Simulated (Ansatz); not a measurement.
**Strength of the Si–C bond: C2H8OSi → CH5OSi + CH3**

Species: C2H8OSi `CO[SiH2]C`, singlet; CH5OSi `CO[SiH2]`, doublet; CH3 (methyl radical) `[CH3]`, doublet. 

Shapes, held fixed at every level: PBE0-D4/def2-TZVP. Flexible molecules stand in one conformer, not always the lowest. Programs: Ansatz 0.2.0. The zero-point and thermal change to 298 K, harmonic and unscaled (PBE0-D4/def2-TZVP), is -17.1 kJ/mol.

| level | kind | ΔH(298 K) (kJ/mol) | less CCSD(T)/CBS estimate |
| --- | --- | --- | --- |
| HF/def2-SVP | Hartree–Fock | +277.3 | -108.0 |
| BHLYP-D4/def2-TZVPP | global hybrid | +362.5 | -22.8 |
| CCSD(T)/def2-SVP | coupled cluster or CI | +363.4 | -21.9 |
| CCSD/def2-SVP | coupled cluster or CI | +358.2 | -27.1 |
| CCSD(T)/def2-TZVPP | coupled cluster or CI | +375.3 | -10.0 |
| CCSD/def2-TZVPP | coupled cluster or CI | +367.8 | -17.5 |
| CCSD(T)/CBS estimate | coupled cluster or CI | +385.3 | 0.0 |

The highest level, CCSD(T)/CBS estimate, gives ΔH(298 K) = +385.3 kJ/mol; the levels span +277.3 to +385.3. The column of differences is taken from that level and isn't an error. Hartree–Fock misses the correlation of the pair that is broken and comes out low. No measured value is set beside it here. Open shells run unrestricted unless RO is named. The CBS estimate extrapolates MP2 from def2-TZVPP and def2-QZVPP and adds CCSD(T) − MP2 in the triple-zeta set, cores frozen.

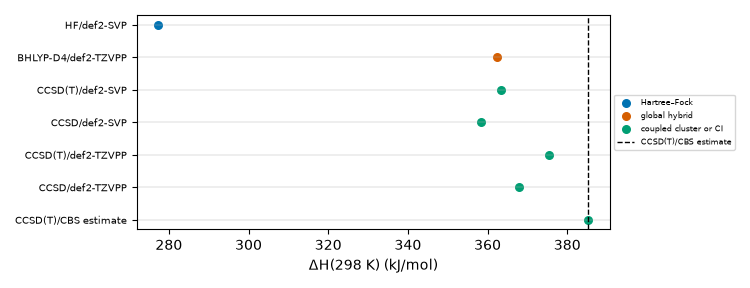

The values of the table, level by level.
